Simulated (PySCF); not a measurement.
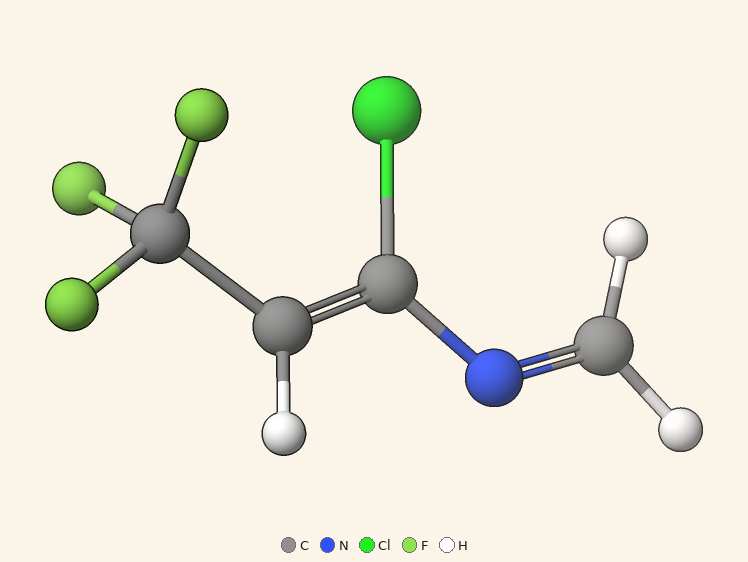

Double and triple bonds are drawn as two and three sticks.

The geometry was computed by an optimisation with GFN2-xTB. No frequency run is at hand to confirm it as a minimum.

Which formula does it have?

Answer. C₄H₃ClF₃N, 12 atoms: 4 carbon, 3 hydrogen, 1 chlorine, 3 fluorine and 1 nitrogen.

How many bonds of each kind are drawn?

Answer. 3 C–F, 3 C–H, 2 C–N, 2 C–C, 1 C–Cl.

Name functional groups in it.

Answer. Among them: alkene, imine, C–F bond, C–Cl bond.

What is its SMILES?

Answer. C=N/C(Cl)=C/C(F)(F)F

The parts below concern this one geometry. Atoms keep their numbers from picture to picture.

## Shape

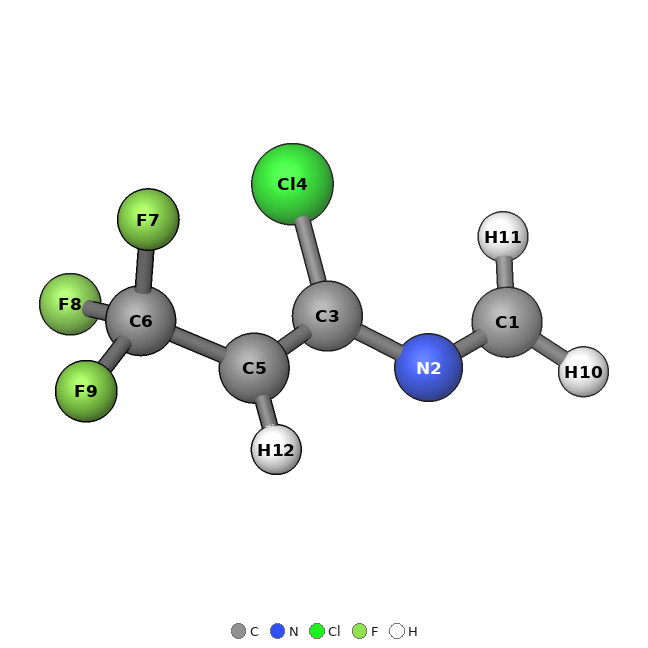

Atoms carry their numbers in the input. No frequency run is at hand to confirm it as a minimum.

Give these bond angles: C1–N2–C3, N2–C1–H10, N2–C1–H11, N2–C3–Cl4, N2–C3–C5, C3–C5–C6, C3–C5–H12, Cl4–C3–C5, C5–C6–F9, C6–C5–H12, F7–C6–F8, F7–C6–F9.

```json
{"angle": "C1–N2–C3", "degrees": "124.1"}
{"angle": "N2–C1–H10", "degrees": "117.4"}
{"angle": "N2–C1–H11", "degrees": "124.5"}
{"angle": "N2–C3–Cl4", "degrees": "120.7"}
{"angle": "N2–C3–C5", "degrees": "119.0"}
{"angle": "C3–C5–C6", "degrees": "124.3"}
{"angle": "C3–C5–H12", "degrees": "119.8"}
{"angle": "Cl4–C3–C5", "degrees": "120.4"}
{"angle": "C5–C6–F9", "degrees": "111.1"}
{"angle": "C6–C5–H12", "degrees": "116.0"}
{"angle": "F7–C6–F8", "degrees": "106.2"}
{"angle": "F7–C6–F9", "degrees": "106.3"}
```

## NMR shielding

The questions are on isotropic NMR shieldings of the C atoms. No frequency run is at hand to confirm it as a minimum. Method: GIAO PBE0/pcSseg-1 NMR shielding, non-relativistic, gas phase (PySCF 2.14.0).

List the isotropic NMR shieldings of the C atoms.

```tsv
atom	σ (ppm)
C1	26.4
C3	28.9
C5	54.4
C6	55.4
```

## Bond orders

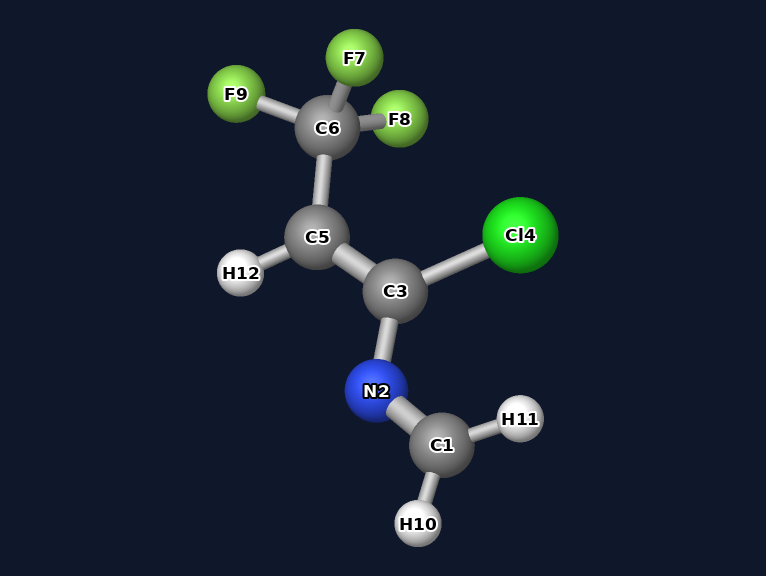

The thickness of each stick grows with its Mayer bond order. No frequency run is at hand to confirm it as a minimum. Computed with PBE0/pcSseg-1 (PySCF 2.14.0).

List the Mayer bond orders of C1–N2, C1–H10, C1–H11, N2–C3, C3–Cl4, C3–C5, C5–C6, C5–H12, C6–F7, C6–F8, C6–F9. Atoms whose distances differ by more than 0.02 Å in this geometry are listed apart.

```json
{"bond": "C1–N2", "Mayer order": "1.84", "length (Å)": "1.261"}
{"bond": "C1–H10", "Mayer order": "0.95", "length (Å)": "1.079"}
{"bond": "C1–H11", "Mayer order": "0.93", "length (Å)": "1.090"}
{"bond": "N2–C3", "Mayer order": "1.18", "length (Å)": "1.360"}
{"bond": "C3–Cl4", "Mayer order": "1.05", "length (Å)": "1.750"}
{"bond": "C3–C5", "Mayer order": "1.68", "length (Å)": "1.339"}
{"bond": "C5–C6", "Mayer order": "1.02", "length (Å)": "1.494"}
{"bond": "C5–H12", "Mayer order": "0.94", "length (Å)": "1.078"}
{"bond": "C6–F7", "Mayer order": "1.01", "length (Å)": "1.344"}
{"bond": "C6–F8", "Mayer order": "1.01", "length (Å)": "1.344"}
{"bond": "C6–F9", "Mayer order": "0.98", "length (Å)": "1.339"}
```

## Electronic properties

No frequency run is at hand to confirm it as a minimum. Level of theory: PBE0/def2-SVPD, gas phase (PySCF 2.14.0). Excitations: vertical, linear response.

Give the brightest of the 6 lowest singlets at this level.

Answer. 5.27 eV.

Estimate the lowest vertical singlet excitation.

Answer. 4.21 eV.

Give the HOMO energy (Kohn–Sham orbital) at this level.

Answer. −8.09 eV.

What is the mean static polarisability?

Answer. 77.1 bohr³.
